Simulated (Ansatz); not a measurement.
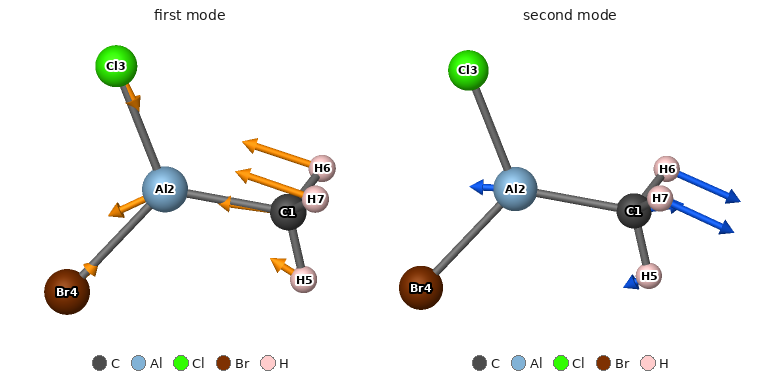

The system is CH3AlBrCl, SMILES [CH3][Al]([Cl])[Br]; the picture shows the reference structure; its two panels give the patterns of the first and the second mode as arrows. Coordinates scanned: (1) normal mode 5 (360 cm⁻¹); (2) normal mode 8 (695 cm⁻¹). Nothing is relaxed (straight displacements along the two mass-weighted modes). The grid has 11 × 11 points. Points are written as (first, second). Energies are in kcal/mol, from the lowest grid point. Method: Ansatz, RKS CAM-B3LYP-D4/def2-SVP.

Its coordinates:

```yaml
atoms:
  - { symbol: C, position_ang: [-0.1194, 0.9586, -0.1122] }
  - { symbol: Al, position_ang: [0.1439, -0.9389, 0.1032] }
  - { symbol: Cl, position_ang: [1.7479, -1.6825, 1.2268] }
  - { symbol: Br, position_ang: [-1.2303, -2.4562, -0.8217] }
  - { symbol: H, position_ang: [-1.0003, 1.1902, -0.7277] }
  - { symbol: H, position_ang: [-0.2447, 1.4428, 0.8695] }
  - { symbol: H, position_ang: [0.7642, 1.4179, -0.5837] }
```

Range: normal mode 5 (360 cm⁻¹) from −1.122 to 1.122 amu½·Å; normal mode 8 (695 cm⁻¹) from −0.581 to 0.581 amu½·Å.

Question: What landscape does the calculation give?

Answer: The lowest grid point is at (0.000 amu½·Å, 0.000 amu½·Å). No other kind of well shows on this grid. The highest grid point, (1.122 amu½·Å, −0.581 amu½·Å), lies 17.9 kcal/mol above the lowest.

```tsv
normal mode 8 (695 cm⁻¹) ↓, normal mode 5 (360 cm⁻¹) →	−1.122	−0.898	−0.673	−0.449	−0.225	0.000	0.225	0.449	0.673	0.898	1.122
0.581	11.8	9.7	8.0	6.9	6.2	6.1	6.6	7.8	9.8	12.5	16.2
0.465	9.8	7.7	6.1	4.9	4.2	4.0	4.4	5.5	7.4	10.0	13.5
0.348	8.2	6.1	4.5	3.2	2.5	2.3	2.7	3.7	5.5	8.0	11.4
0.232	7.0	5.0	3.3	2.1	1.3	1.0	1.4	2.4	4.0	6.5	9.7
0.116	6.3	4.2	2.5	1.3	0.5	0.3	0.6	1.5	3.1	5.5	8.7
0.000	5.9	3.9	2.3	1.0	0.3	0.0	0.3	1.2	2.8	5.1	8.2
−0.116	6.1	4.1	2.5	1.3	0.5	0.3	0.6	1.5	3.0	5.3	8.4
−0.232	6.7	4.8	3.2	2.1	1.4	1.2	1.5	2.4	4.0	6.3	9.4
−0.348	7.9	6.1	4.6	3.5	2.9	2.7	3.1	4.1	5.8	8.1	11.3
−0.465	9.7	7.9	6.6	5.6	5.1	5.0	5.5	6.6	8.4	10.8	14.1
−0.581	12.1	10.5	9.3	8.4	8.0	8.1	8.8	10.0	11.9	14.5	17.9
```

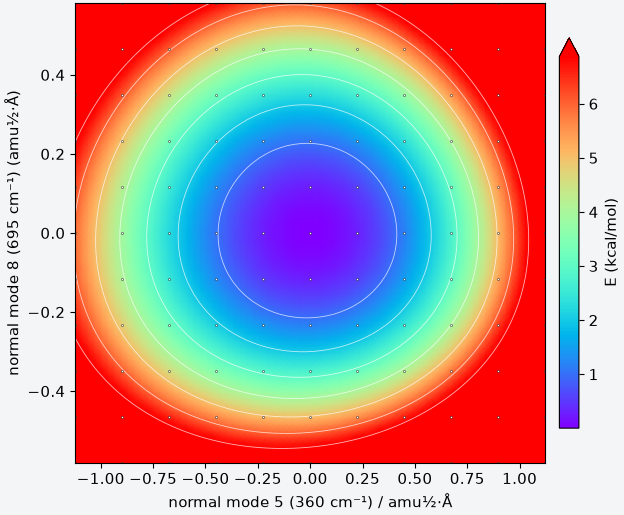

Drawn: a smooth colour map with a few white contour lines, dots at the grid points, one colour for all values above the top of the scale. Between grid points the surface is interpolated.

The whole map (121 points run) took 11 min on 1 thread of Arm Neoverse V2, on a shared host.
